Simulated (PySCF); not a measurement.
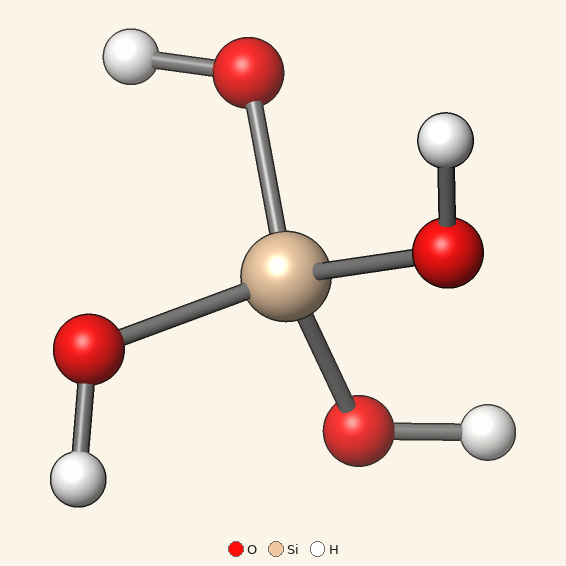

Ball-and-stick drawing of a structure. Every bond is drawn as one stick, whatever its order.

Identify the structure.

Formula H4O4Si. SMILES: `O[Si](O)(O)O`. It has no ring. Among its groups: Si–O bond. This geometry has S4 symmetry. Coordination: 4 O bent; 1 Si tetrahedral.

More results for the same structure follow; atom numbers are the same in all pictures, views and colours differ. The computed structure is the end point of a PBE0-D3(BJ)/def2-SVP optimisation. No frequency run is at hand to confirm it as a minimum.

Geometry

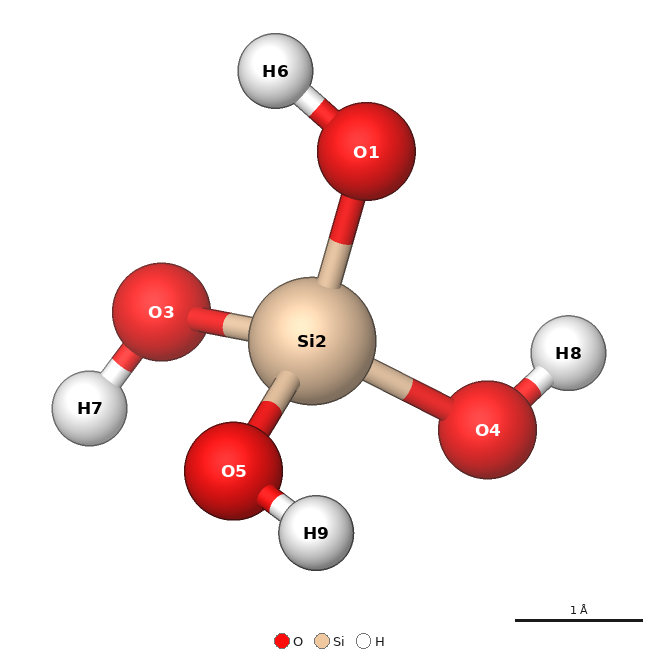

Numbered structure. No frequency run is at hand to confirm it as a minimum.

What are the angles O1–Si2–O3, Si2–O1–H6?

| angle | degrees |
| --- | --- |
| O1–Si2–O3 | 106.4 |
| Si2–O1–H6 | 115.3 |

Levels of theory compared

No frequency run is at hand to confirm it as a minimum. Program: PySCF 2.14.0.

Tabulate HOMO–LUMO gap (eV), HOMO energy (eV) at these levels: B97-2/pcSseg-2; BHandHLYP/pcSseg-2; CAM-B3LYP/pcSseg-2; LC-wPBE/pcSseg-2; PBE0/6-311+G(2d,p); PBE0/6-31G; PBE0/6-31G*; PBE0/STO-3G; PBE0/def2-SVP; PBE0/def2-TZVP; WP04/pcSseg-2; ωB97X-D/pcSseg-2.

| level | HOMO–LUMO gap (eV) | HOMO energy (eV) |
| --- | --- | --- |
| B97-2/pcSseg-2 | 8.90 | −8.92 |
| BHandHLYP/pcSseg-2 | 11.45 | −10.96 |
| CAM-B3LYP/pcSseg-2 | 11.38 | −10.77 |
| LC-wPBE/pcSseg-2 | 14.03 | −12.14 |
| PBE0/6-311+G(2d,p) | 8.84 | −9.23 |
| PBE0/6-31G | 9.68 | −9.16 |
| PBE0/6-31G* | 9.98 | −8.77 |
| PBE0/STO-3G | 11.05 | −4.22 |
| PBE0/def2-SVP | 9.85 | −8.80 |
| PBE0/def2-TZVP | 9.54 | −9.13 |
| WP04/pcSseg-2 | 8.72 | −10.27 |
| ωB97X-D/pcSseg-2 | 12.90 | −11.18 |

NMR shielding

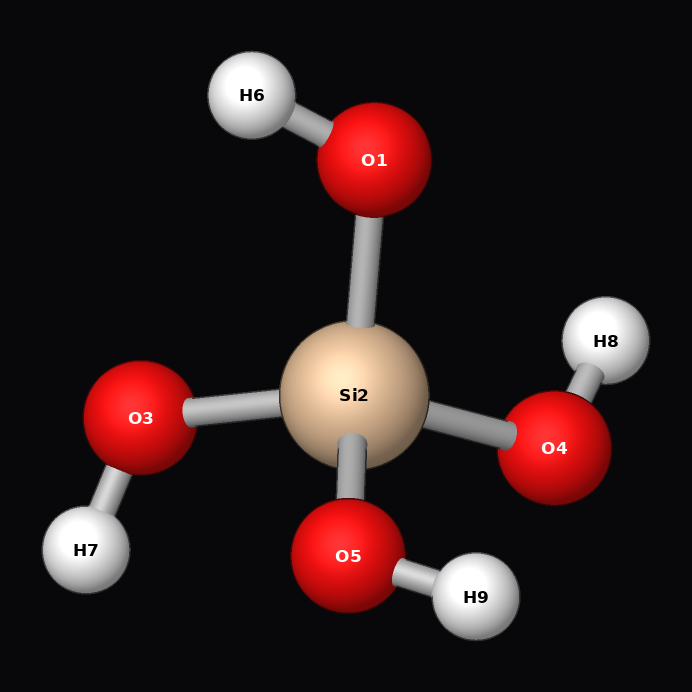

No frequency run is at hand to confirm it as a minimum. Properties computed with GIAO CAM-B3LYP/pcSseg-2 NMR shielding, non-relativistic, gas phase (PySCF 2.14.0). Principal shieldings σ11 ≤ σ22 ≤ σ33, span Ω = σ33 − σ11, skew κ = 3(σiso − σ22)/Ω.

Give the shielding tensors of the Si atoms.

```
atom    σ11    σ22    σ33   σiso     Ω     κ
 Si2  388.7  389.2  414.8  397.6  26.1  0.97
```

Shieldings and span in ppm.

Charges

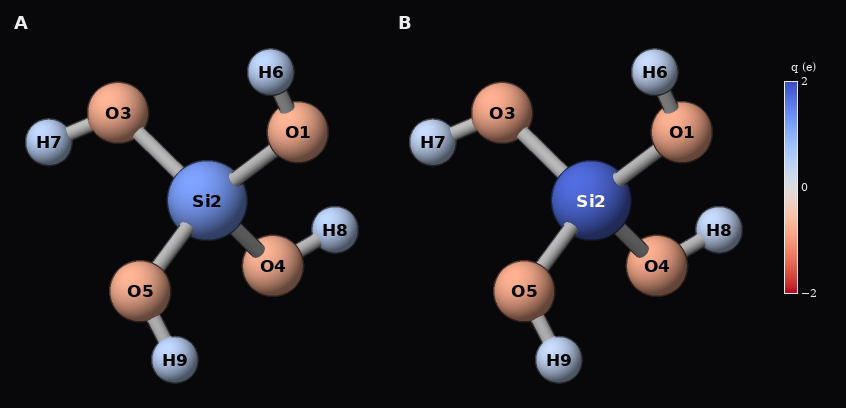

Atomic charges of one calculation by 2 schemes, on one colour scale. No frequency run is at hand to confirm it as a minimum. Level of theory: PBE0/6-311+G(2d,p) (PySCF 2.14.0).

Question: The schemes are ESP-fitted, IAO. Which panel shows which?

Answer: A ESP-fitted, B IAO.

List the charges (e), one line for each set of equivalent atoms.

```csv
atom,ESP-fitted,IAO
"O1, O3, O4…",−0.77,−0.81
Si2,1.21,1.72
"H6, H7, H8…",0.47,0.38
```
